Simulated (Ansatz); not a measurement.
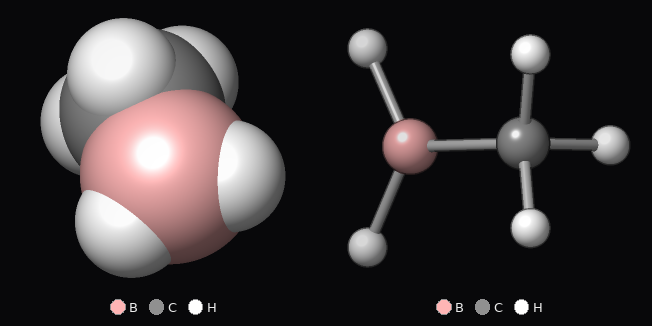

The same structure drawn twice, from different directions.

Computed geometry: PBE0-D4/def2-TZVP optimisation.

Description:

It has 7 atoms: 1 carbon, 5 hydrogen and 1 boron (CH5B). This geometry has Cs symmetry. Coordination: 1 B trigonal planar; 1 C tetrahedral.

The parts below concern this one geometry. Atoms keep their numbers from picture to picture.

## Geometry

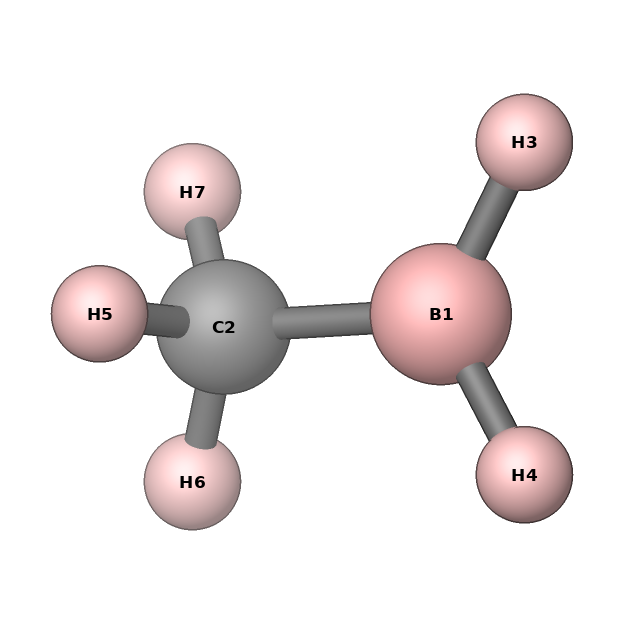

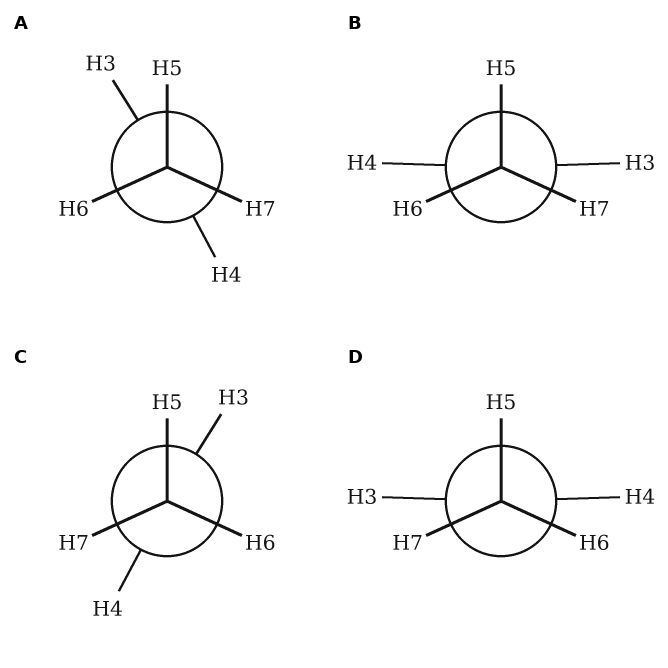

Distant atoms are faded towards the background colour. Bonds that would overlap in a projection are set slightly apart.

> Which Newman projection shows the view along C2–B1, with C2 in front?

D. The torsion angle H5–C2–B1–H3 is −88°, about perpendicular.

## Electronic properties

Method: RKS r2SCAN-D4/def2-TZVPP (Ansatz 0.2.0).

> Give the dispersion correction at this level.

−1.4 kJ/mol.

## Charges

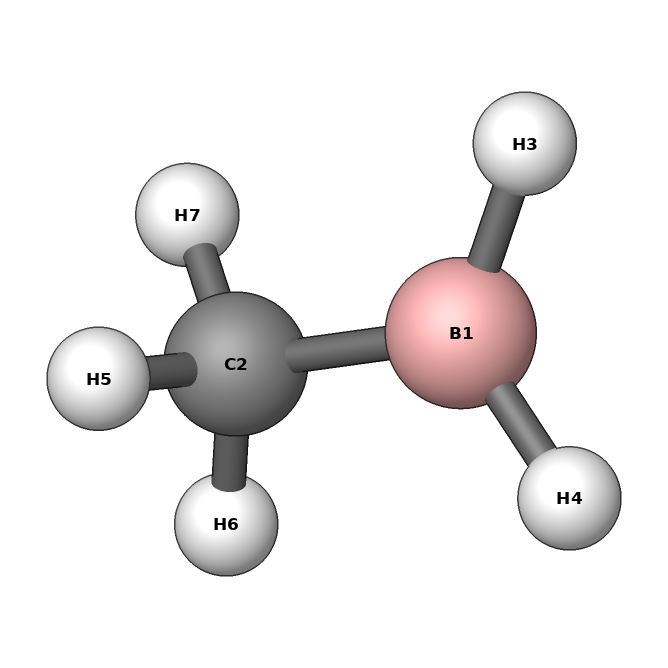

The questions are on Mulliken charges. Level of theory: RKS PBE0-D4/def2-TZVP (Ansatz 0.2.0).

List the Mulliken charges.

```
atom  value (e)
  B1      −0.03
  C2      −0.42
  H3       0.01
  H4       0.01
  H5       0.15
  H6       0.14
  H7       0.14
```

## Vibrations

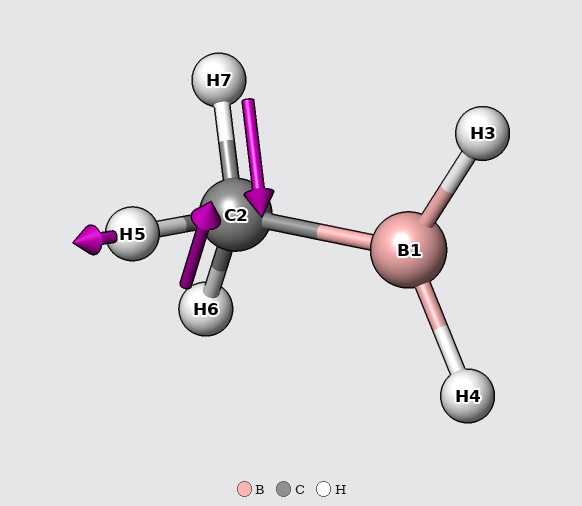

The arrows show one normal mode. Harmonic vibrations computed with RKS PBE0-D4/def2-TZVP (Ansatz 0.2.0) at a stationary point of the same level.

> Describe the motion.

Mostly out-of-phase stretching of 3 C–H bonds.

> Estimate its harmonic wavenumber.

3092 cm⁻¹; it is mode 14 of 15 counted from the lowest.

Mulliken values depend strongly on the basis set and can even reverse the polarity of a bond.
